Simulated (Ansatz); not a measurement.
Geometry relaxation of WH5BrOF2 (part 2 of 2)

WH5BrOF2; RKS revPBE-D4/def2-SVP (Ansatz 0.2.0). The run did not end well. The input holds or restrains some coordinates. It belongs to a series of runs on one base structure; here: pulled along the bonds that form and break, towards end B.

Geometry of the input (Å):
```
W  0.0000  0.0000  0.0000
F  0.0000  0.0000  2.2000
O  1.9400  0.0000  0.0000
H  2.2771  -0.9519  -0.0197
H  0.0000  1.7200  0.0000
H  -1.7200  0.0000  0.0000
F  0.0000  -1.8500  0.0000
H  0.0000  0.0000  -1.7200
Br 1.8861  1.9648  0.9050
H  0.8610  0.8969  2.1051
```

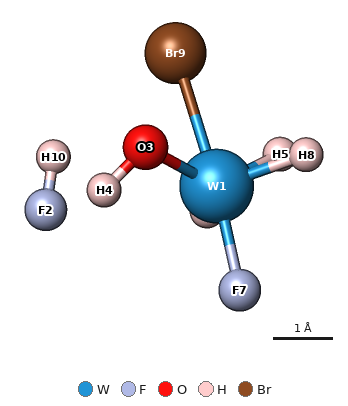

**Figure 1.** The geometry at step 14 of the log (ball-and-stick view, seen at a tilt; atoms are numbered from 1 in the order of the input).

### Trajectory as extended XYZ, continued
```
10
Properties=species:S:1:pos:R:3:forces:R:3 step=2 energy=-79411.11174
W     0.0755    0.0586   -0.1092    1.9697   1.3591   1.6927
F     0.0144    0.0192    2.3746    1.9719   2.0429  -0.9655
O     1.9663   -0.0424   -0.0295    1.4332  -5.1154  -1.5167
H     2.2854   -0.9690   -0.0232    0.5588  -0.7724  -0.1619
H    -0.0266    1.7363   -0.0190   -2.6230   1.2210  -0.5304
H    -1.7220   -0.0008   -0.0033    0.2587  -0.2525   0.3389
F    -0.0113   -1.8481   -0.0062   -0.8608  -0.2388   0.1654
H    -0.0018    0.0037   -1.7288   -0.1084   0.2648  -1.4954
Br    1.9094    2.0358    0.7961   -0.9897   3.0023   1.9338
H     0.7550    0.7867    2.2189   -1.6105  -1.5111   0.5391
10
Properties=species:S:1:pos:R:3:forces:R:3 step=3 energy=-79411.86926
W     0.1677    0.1466   -0.2308   -0.0110  -0.2667   2.4539
F     0.0323    0.0373    2.5234   -1.2603  -1.3897  -0.2187
O     1.9981   -0.1119   -0.0432    1.6288  -2.8777  -0.7651
H     2.3011   -1.0091   -0.0234    0.6808  -2.3373   0.0308
H    -0.0800    1.7658   -0.0146   -2.4734   1.1099   0.1218
H    -1.7007   -0.0066    0.0116    1.1890   0.1343   0.4595
F    -0.0236   -1.8212    0.0049   -0.1905   1.5184   0.1084
H    -0.0016    0.0086   -1.7804    0.0036   0.1479  -2.9546
Br    1.8942    2.0916    0.6750   -1.0824   2.2528   0.7648
H     0.6567    0.6786    2.3479    1.5153   1.7080  -0.0010
10
Properties=species:S:1:pos:R:3:forces:R:3 step=4 energy=-79413.48882
W     0.2467    0.2316   -0.3081   -0.0049  -1.3277   1.3265
F     0.0141    0.0101    2.6567   -1.5668  -1.6853  -0.0296
O     2.0851   -0.2598   -0.0687    0.1357  -0.2306  -0.2697
H     2.3244   -1.1829   -0.0095   -0.0154  -1.6189   0.1179
H    -0.2626    1.8167    0.0149   -1.5370  -0.2037   0.1321
H    -1.5827    0.0246    0.0555    1.4176   0.5069   0.2367
F    -0.0170   -1.7090    0.0129    0.0313   1.4920  -0.0587
H     0.0244    0.0331   -1.9176    0.2319   0.3431  -1.3499
Br    1.7811    2.1729    0.5513   -0.4926   0.7753   0.0944
H     0.6307    0.6425    2.4829    1.8002   1.9489  -0.1997
10
Properties=species:S:1:pos:R:3:forces:R:3 step=5 energy=-79414.32816
W     0.2939    0.2171   -0.3281   -0.6676   0.5268   0.1186
F     0.0192    0.0020    2.6930   -0.3717  -0.5068  -0.3124
O     2.1044   -0.3306   -0.0904    0.7086  -0.8061   0.0356
H     2.2874   -1.2873    0.0043   -0.2391  -0.3860   0.1073
H    -0.4413    1.7397    0.0259   -0.7054  -0.7092  -0.0230
H    -1.4218    0.1090    0.0962    0.6217   0.2241   0.3330
F    -0.0243   -1.6466    0.0126   -0.0055   0.2022   0.0381
H     0.0814    0.0971   -1.9979    0.2869   0.3272  -0.4229
Br    1.7011    2.2102    0.5126   -0.2155   0.3914   0.0689
H     0.6443    0.6691    2.5422    0.5875   0.7364   0.0569
10
Properties=species:S:1:pos:R:3:forces:R:3 step=6 energy=-79414.72264
W     0.3066    0.2290   -0.3778    0.3431  -0.0198   0.6214
F     0.0721    0.0019    2.6525    0.1520   0.1087  -0.3372
O     2.1321   -0.4113   -0.0906   -0.2483  -0.0376  -0.0795
H     2.2351   -1.3817    0.0488   -0.3811   0.0323   0.0645
H    -0.6019    1.6294    0.0186   -0.1561  -0.3262  -0.0546
H    -1.3324    0.1559    0.1896    0.4272   0.0810   0.1093
F    -0.0303   -1.6186   -0.0121   -0.0854  -0.1280  -0.1187
H     0.1579    0.1962   -2.0722    0.1665   0.2097  -0.1907
Br    1.6509    2.2385    0.5115   -0.2305   0.0126  -0.0655
H     0.6540    0.7406    2.6021    0.0127   0.0674   0.0510
10
Properties=species:S:1:pos:R:3:forces:R:3 step=7 energy=-79414.86114
W     0.3206    0.2130   -0.4197    0.1238  -0.1128   0.5402
F     0.2505   -0.0242    2.6232    0.6114   1.3594  -0.1154
O     2.1037   -0.4613   -0.0945    0.0101  -0.4014   0.3070
H     2.0920   -1.4261    0.1666   -0.1988   0.5946  -0.2205
H    -0.6865    1.5333   -0.0084   -0.0141   0.0346  -0.1422
H    -1.2482    0.1670    0.2513    0.1270  -0.0277   0.1213
F    -0.0594   -1.6460   -0.1238   -0.0532  -0.1309  -0.2269
H     0.2553    0.3059   -2.1313    0.0139   0.0715   0.0451
Br    1.5668    2.2599    0.5040   -0.0759  -0.1057  -0.0896
H     0.6494    0.8583    2.7030   -0.5443  -1.2815  -0.2190
10
Properties=species:S:1:pos:R:3:forces:R:3 step=8 energy=-79415.03903
W     0.3334    0.1919   -0.4023   -0.4383  -0.3889   0.5699
F     0.3538   -0.0158    2.6330   -0.0055   0.0890  -0.1414
O     2.0681   -0.4638    0.0880    0.5044  -0.0881   0.1094
H     1.9307   -1.4415    0.2026    0.0596   0.3536   0.0644
H    -0.7264    1.5187   -0.1793    0.0744   0.1134  -0.1425
H    -1.1530    0.1286    0.4127    0.0531   0.0342   0.0454
F    -0.0576   -1.6912   -0.3184   -0.1664   0.2457  -0.3800
H     0.2867    0.3923   -2.1058   -0.0228  -0.0228   0.0525
Br    1.4996    2.3051    0.4673   -0.0927  -0.2755  -0.0976
H     0.7088    0.8554    2.6727    0.0341  -0.0607  -0.0801
10
Properties=species:S:1:pos:R:3:forces:R:3 step=9 energy=-79415.16324
W     0.3261    0.1612   -0.3736   -0.2747  -0.4656   0.3293
F     0.3591    0.0055    2.6659   -0.2703  -0.5417  -0.0999
O     2.0818   -0.4427    0.1482    0.0172  -0.3503   0.1323
H     1.8917   -1.4134    0.2752    0.3455   0.3555   0.0319
H    -0.7304    1.5235   -0.2829    0.1533  -0.1358  -0.2437
H    -1.1166    0.1135    0.5149    0.0240   0.0714   0.0320
F    -0.0892   -1.7153   -0.5091   -0.0610   0.6916  -0.1916
H     0.2752    0.4078   -2.0728   -0.0895   0.0560   0.1606
Br    1.4761    2.3010    0.4425   -0.1608  -0.2235  -0.0825
H     0.7703    0.8387    2.6621    0.3165   0.5425  -0.0684
10
Properties=species:S:1:pos:R:3:forces:R:3 step=10 energy=-79415.29943
W     0.3195    0.1170   -0.3225   -0.3909  -0.4763  -0.1707
F     0.3801    0.0036    2.7210   -0.2763  -0.5521  -0.0184
O     2.1007   -0.4306    0.2337   -0.2892  -0.4078  -0.0426
H     1.9300   -1.4101    0.3232    0.3766   0.3560   0.0952
H    -0.7196    1.5132   -0.4572    0.3370  -0.5131  -0.1284
H    -1.0938    0.1260    0.6154   -0.0175   0.1601   0.0222
F    -0.1546   -1.7109   -0.6908    0.1343   1.0370   0.0817
H     0.2306    0.4483   -2.0049   -0.0137   0.0753   0.3005
Br    1.4420    2.2999    0.4123   -0.2029  -0.2292  -0.0393
H     0.8094    0.8235    2.6402    0.3428   0.5501  -0.1002
10
Properties=species:S:1:pos:R:3:forces:R:3 step=11 energy=-79415.47401
W     0.2931    0.0696   -0.3094    0.0334  -0.0690   0.1217
F     0.4101   -0.0491    2.7323   -0.1709  -0.4005   0.0328
O     2.0950   -0.4174    0.2550   -0.0712  -0.2922  -0.0300
H     2.0180   -1.4001    0.4012    0.1544   0.4067   0.0388
H    -0.7045    1.4248   -0.6353    0.1308  -0.2855  -0.0007
H    -1.0751    0.2794    0.6872   -0.0185   0.1374  -0.1967
F    -0.2411   -1.6779   -0.7469   -0.1383   0.2462   0.0283
H     0.2451    0.4966   -1.9494   -0.0386   0.0600   0.1002
Br    1.3334    2.2976    0.4054   -0.1189  -0.1707   0.0314
H     0.8701    0.7562    2.6303    0.2377   0.3676  -0.1259
10
Properties=species:S:1:pos:R:3:forces:R:3 step=12 energy=-79415.55487
W     0.2952    0.0229   -0.2958   -0.2160   0.5964   0.2851
F     0.4790   -0.1400    2.7443   -0.0698  -0.2367  -0.0303
O     2.1238   -0.3893    0.2596   -0.0966  -0.6619   0.0331
H     2.1204   -1.3616    0.5080    0.0267   0.7270  -0.0679
H    -0.6967    1.3333   -0.7285    0.0144  -0.1856   0.0718
H    -1.1138    0.4571    0.6165    0.4013  -0.1177  -0.2240
F    -0.3642   -1.6563   -0.7441   -0.2489  -0.1436  -0.0223
H     0.2376    0.5329   -1.8989    0.1797  -0.0875  -0.0104
Br    1.2586    2.2972    0.4040   -0.1050  -0.1014   0.0776
H     0.9044    0.6836    2.6053    0.1142   0.2111  -0.1128
10
Properties=species:S:1:pos:R:3:forces:R:3 step=13 energy=-79415.60846
W     0.2864    0.0274   -0.3097   -0.0272   0.1957   0.5948
F     0.6031   -0.2851    2.7146    0.0681   0.2091  -0.1912
O     2.1280   -0.3491    0.2340   -0.1589  -1.3585   0.3817
H     2.1381   -1.2727    0.6769   -0.0327   1.4511  -0.5487
H    -0.7385    1.2830   -0.7983    0.0533  -0.0194  -0.0500
H    -1.0841    0.5699    0.6141    0.3585  -0.2201  -0.4367
F    -0.5296   -1.6025   -0.7001   -0.0792   0.0978   0.0787
H     0.3606    0.4840   -1.9290   -0.0556  -0.0191   0.0593
Br    1.1647    2.3311    0.4200   -0.0759  -0.1495   0.1086
H     0.9154    0.5938    2.5479   -0.0506  -0.1870   0.0035
10
Properties=species:S:1:pos:R:3:forces:R:3 step=14 energy=-79415.67950
W     0.2887    0.0326   -0.3183    0.0730   0.4088  -0.0352
F     0.6636   -0.3493    2.6817    0.0210  -0.0368  -0.1950
O     2.1395   -0.3575    0.1666   -0.3641  -1.6509   0.9824
H     2.1120   -1.1521    0.8264    0.1542   1.5301  -1.0330
H    -0.7011    1.3028   -0.8756    0.0220  -0.1903   0.1321
H    -1.0959    0.5614    0.5464    0.1696  -0.0419  -0.1924
F    -0.5902   -1.5798   -0.6516   -0.0092   0.1375   0.1226
H     0.3227    0.4655   -1.9479    0.0644  -0.1208   0.0926
Br    1.1465    2.3171    0.4785   -0.1390  -0.1063   0.1650
H     0.9585    0.5390    2.5641    0.0081   0.0707  -0.0391
10
Properties=species:S:1:pos:R:3:forces:R:3 step=15 energy=-79415.76851
W     0.2983    0.0432   -0.3698    0.2720   0.2933   0.4184
F     0.7424   -0.4118    2.6051    0.0554   0.0829  -0.1097
O     2.1328   -0.4271    0.0871   -0.4902  -1.4569   1.7087
H     2.0950   -1.0108    0.9594    0.2328   1.5009  -1.8350
H    -0.7109    1.3149   -0.8825   -0.0059  -0.0789  -0.1713
H    -1.0731    0.6110    0.4780    0.1140  -0.0909  -0.1930
F    -0.6367   -1.5482   -0.5907   -0.0902  -0.0036   0.0907
H     0.3288    0.4011   -2.0125   -0.0103   0.0225   0.0102
Br    1.0946    2.3011    0.5630   -0.0326  -0.2036   0.2039
H     0.9731    0.5063    2.6332   -0.0450  -0.0658  -0.1230
10
Properties=species:S:1:pos:R:3:forces:R:3 step=16 energy=-79415.92100
W     0.2705    0.0379   -0.3459   -0.4142   0.4764  -0.0278
F     0.8262   -0.5053    2.6009   -0.0477  -0.2923  -0.1697
O     2.0910   -0.4168    0.0605    0.1485  -0.7754   0.8641
H     2.1575   -0.8658    0.9578    0.1325   0.5970  -0.7261
H    -0.6867    1.2765   -1.0074   -0.0040   0.0151  -0.0566
H    -1.1336    0.6850    0.3911    0.1982   0.0063  -0.0936
F    -0.7800   -1.4928   -0.4632    0.1290  -0.0310  -0.0132
H     0.4604    0.3586   -1.9897   -0.1267  -0.1515   0.0215
Br    1.0233    2.2886    0.6310   -0.0380  -0.2446   0.2533
H     1.0154    0.4138    2.6353    0.0224   0.4000  -0.0519
10
Properties=species:S:1:pos:R:3:forces:R:3 step=17 energy=-79416.01959
W     0.2505    0.0479   -0.3784    0.0115   0.0153   0.0671
F     0.8478   -0.5411    2.5508    0.0910   0.3961   0.0729
O     2.0685   -0.4582    0.0099   -0.0719  -0.3255   0.8984
H     2.2157   -0.6820    0.9798    0.0019   0.3317  -0.9438
H    -0.6684    1.2944   -1.0856    0.0896   0.1131  -0.0568
H    -1.1096    0.7713    0.3463    0.0685  -0.1119  -0.0579
F    -0.7910   -1.4909   -0.4312    0.0307   0.0729   0.0816
H     0.3953    0.2445   -2.0487   -0.0268  -0.0314   0.0773
Br    1.0350    2.2212    0.7512   -0.0606  -0.1323   0.1431
H     1.0004    0.3727    2.7763   -0.1338  -0.3280  -0.2819
10
Properties=species:S:1:pos:R:3:forces:R:3 step=18 energy=-79416.07567
W     0.2389    0.0529   -0.3695   -0.2787   0.0283  -0.1463
F     0.8533   -0.6244    2.5386   -0.0105  -0.1327  -0.1288
O     2.0644   -0.4428   -0.0372   -0.1815   0.0056   0.4628
H     2.3203   -0.5246    0.9145    0.0872   0.0507  -0.3555
H    -0.5774    1.3367   -1.1464    0.1193  -0.1063  -0.0370
H    -1.1424    0.8296    0.2637    0.2295  -0.0290   0.1816
F    -0.8362   -1.4615   -0.2517    0.0906   0.0776  -0.0682
H     0.3830    0.1410   -2.0469    0.0014  -0.0696   0.0093
Br    1.0212    2.1924    0.8205   -0.0264  -0.0932   0.1717
H     0.9190    0.2806    2.7848   -0.0309   0.2686  -0.0896
10
Properties=species:S:1:pos:R:3:forces:R:3 step=19 energy=-79416.08417
W     0.2150    0.0527   -0.3616    0.3442  -0.3482   0.2608
F     0.8506   -0.6461    2.5351   -0.0840  -0.4160  -0.1833
O     2.0342   -0.4229   -0.0115   -0.0856  -0.1706  -0.1124
H     2.4774   -0.4095    0.8690   -0.2310   0.1853  -0.2771
H    -0.5522    1.3220   -1.1904    0.1717   0.0957  -0.0090
H    -1.0664    0.9146    0.3411   -0.0586  -0.2760  -0.0411
F    -0.8557   -1.4622   -0.3246   -0.1522   0.0495   0.2141
H     0.2940    0.0217   -2.0413    0.1131   0.1471  -0.0494
Br    1.0585    2.1624    0.8536   -0.0211   0.1966   0.2102
H     0.7887    0.2472    2.8009    0.0034   0.5367  -0.0128
10
Properties=species:S:1:pos:R:3:forces:R:3 step=20 energy=-79416.12469
W     0.2108    0.0504   -0.3704    0.0395  -0.4115   0.1896
F     0.7247   -0.6934    2.5413    0.0825   0.6708   0.0545
O     2.0272   -0.4348   -0.0612    0.3228   0.2602   0.8880
H     2.5091   -0.2989    0.8101   -0.5166  -0.0589  -0.9919
H    -0.4466    1.3456   -1.2643    0.1278  -0.0124   0.1588
H    -1.0657    0.8651    0.3958   -0.0031  -0.0865  -0.1863
F    -0.8984   -1.4355   -0.2080    0.0215   0.0920  -0.0151
H     0.3254    0.0008   -2.0551   -0.0819   0.0135   0.0143
Br    1.0056    2.1648    0.8740    0.1570   0.0281   0.2206
H     0.8520    0.2155    2.8082   -0.1495  -0.4952  -0.3325
10
Properties=species:S:1:pos:R:3:forces:R:3 step=21 energy=-79416.15497
W     0.2144    0.0308   -0.3552    0.1198  -0.3654   0.0293
F     0.6779   -0.6943    2.5651   -0.1553  -0.9300  -0.4073
O     2.0314   -0.4410   -0.0610    0.4502   0.3131   0.8086
H     2.5874   -0.2034    0.7426   -0.6388  -0.1577  -0.9426
H    -0.4080    1.3536   -1.2216    0.0858  -0.0587   0.0586
H    -1.0525    0.8699    0.3902    0.0084  -0.0737  -0.0459
F    -0.9083   -1.4417   -0.2115   -0.1050  -0.0227   0.0579
H     0.2754   -0.0288   -2.0414    0.0063   0.0590   0.0208
Br    1.0540    2.1390    0.8705    0.1487   0.1381   0.2911
H     0.7724    0.1957    2.7927    0.0800   1.0981   0.1294
10
Properties=species:S:1:pos:R:3:forces:R:3 step=22 energy=-79416.19660
W     0.2480   -0.0202   -0.3420   -0.2339  -0.1623   0.1242
F     0.6176   -0.7119    2.6031   -0.0682  -0.5953  -0.3529
O     2.0855   -0.4281   -0.1083    0.1251   0.0851   0.3162
H     2.6869   -0.0952    0.6070   -0.3535  -0.0372  -0.4268
H    -0.3693    1.3285   -1.1467    0.0407  -0.0660  -0.0830
H    -0.9742    0.8648    0.4199    0.0282  -0.1684  -0.0363
F    -0.9621   -1.4280   -0.1716    0.1076  -0.0171   0.0236
H     0.2384   -0.0355   -2.0308    0.0628   0.0108   0.0435
Br    1.0969    2.1045    0.8659    0.2661   0.1843   0.3621
H     0.5766    0.2009    2.7738    0.0251   0.7662   0.0293
10
Properties=species:S:1:pos:R:3:forces:R:3 step=23 energy=-79416.16295 accepted=F
W     0.2290    0.0088   -0.3477   -0.1245  -0.6581   0.1037
F     0.4719   -0.7095    2.5986    0.5660   1.8758   0.3150
O     2.0543   -0.4274   -0.1090    0.1342   0.0288   0.1266
H     2.6533   -0.0673    0.5852   -0.1247   0.0211  -0.2098
H    -0.3866    1.3217   -1.2205    0.0627   0.0620   0.1082
H    -1.0144    0.8476    0.4232    0.0104   0.0848  -0.0298
F    -0.9164   -1.4486   -0.1784    0.0093   0.0595  -0.0080
H     0.2714   -0.0334   -2.0334   -0.0029   0.0023  -0.0052
Br    1.1308    2.0847    0.8969    0.0795   0.2402   0.3115
H     0.7508    0.2030    2.8556   -0.6101  -1.7164  -0.7123
10
Properties=species:S:1:pos:R:3:forces:R:3 step=24 energy=-79416.23168
W     0.2417   -0.0111   -0.3343   -0.2003  -0.4993   0.0279
F     0.5242   -0.7213    2.6094   -0.0385   0.1985  -0.2084
O     2.0729   -0.4311   -0.1158    0.0075  -0.0243   0.0388
H     2.6791   -0.0432    0.5523   -0.0282   0.0699  -0.0891
H    -0.3652    1.3217   -1.1723    0.0284   0.0146   0.0050
H    -0.9845    0.8523    0.4330   -0.0006   0.0251   0.0144
F    -0.9414   -1.4395   -0.1578    0.0592   0.0235  -0.0033
H     0.2586   -0.0354   -2.0211    0.0123  -0.0045   0.0122
Br    1.1386    2.0880    0.8785    0.1537   0.2174   0.3479
H     0.6203    0.1993    2.7983    0.0066  -0.0209  -0.1454
10
Properties=species:S:1:pos:R:3:forces:R:3 step=25 energy=-79416.24402
W     0.2485   -0.0233   -0.3261   -0.0957  -0.5186   0.0359
F     0.4620   -0.7195    2.6270   -0.0495   0.0229  -0.2591
O     2.0864   -0.4330   -0.1358   -0.0195  -0.0179   0.0137
H     2.7128    0.0129    0.4772   -0.0616   0.0390  -0.0775
H    -0.3539    1.3154   -1.1542    0.0107   0.0141   0.0061
H    -0.9593    0.8478    0.4576   -0.0182   0.0444   0.0158
F    -0.9383   -1.4472   -0.1463    0.0376   0.0069   0.0015
H     0.2503   -0.0397   -2.0126    0.0147  -0.0060   0.0082
Br    1.1753    2.0661    0.8836    0.1426   0.2673   0.3572
H     0.5603    0.2003    2.7998    0.0389   0.1478  -0.1018
```

### What the run reported

| quantity | value |
| --- | --- |
| outcome | not converged |
| wall time | 49 s (CPU time 3 min) |
| peak memory | 0.21 GiB |

### Diagnosis

The run did not converge: “geometry relaxation did not converge after 25 steps: max|allowed force component| = 5.19e-1 eV/Å without the restraints, 5.87e-1 eV/Å with the forces of `relax.restrain` added, the figure compared with `relax.f_tol` (threshold 1.5e-1). Raise `relax.max_steps` over both its present limit and 25, loosen `relax.f_tol`, or start from a geometry closer to equilibrium …” Its last values are not results.
